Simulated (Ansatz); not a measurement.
Input

```
crystal:
  periodic: [false, false, false]
  atoms:
    - symbol: Al
      position_ang: [0.284676, -1.130168, -1.122467]
    - symbol: Al
      position_ang: [-2.122537, 1.738833, -2.792842]
    - symbol: Si
      position_ang: [-1.119978, 0.849730, -0.731211]
    - symbol: H
      position_ang: [1.830609, -0.961644, -1.492047]
    - symbol: H
      position_ang: [-0.354435, -2.594800, -1.090380]
    - symbol: H
      position_ang: [-0.280363, 1.927538, -0.089408]
    - symbol: H
      position_ang: [-2.220549, 0.490071, 0.237076]
    - symbol: H
      position_ang: [-3.529356, 1.184658, -3.311301]
    - symbol: H
      position_ang: [-1.337072, 2.817381, -3.672871]
basis:
  gaussian:
    orbitals: def2-TZVPD
hamiltonian:
  xc: {name: PBE0}
output: {forces: true, orbitals: {seedname: orbitals}}
```

Run with:

```sh
ansatz run input.yaml --threads 1 --pin off --max-ram 2610MiB --events-out events.jsonl --progress --plain --runs-dir runs
```

Geometry: BLYP-D3(BJ)/def2-SVP.

Level of theory: Ansatz, isolated molecule in a Gaussian basis; Kohn-Sham density functional theory, functional PBE0.

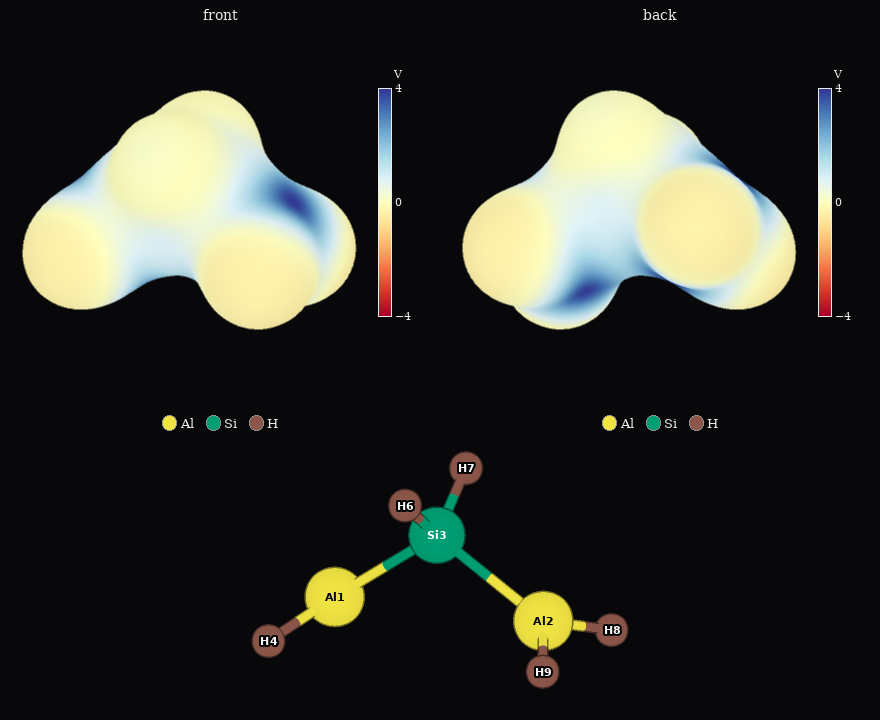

Al2H6Si (SMILES [AlH2][SiH2][AlH2]). The molecular electrostatic potential painted on the density surface at 0.002 e/bohr³, seen from the front and from behind; red is negative and blue positive. The bare structure is drawn below in the same view.

Question: Where is the surface potential most negative and most positive?

Answer: The most negative region (about −0.4 V) lies over H4, H5, H8 and H9, the most positive (about +3.8 V) over Al1 and Al2.
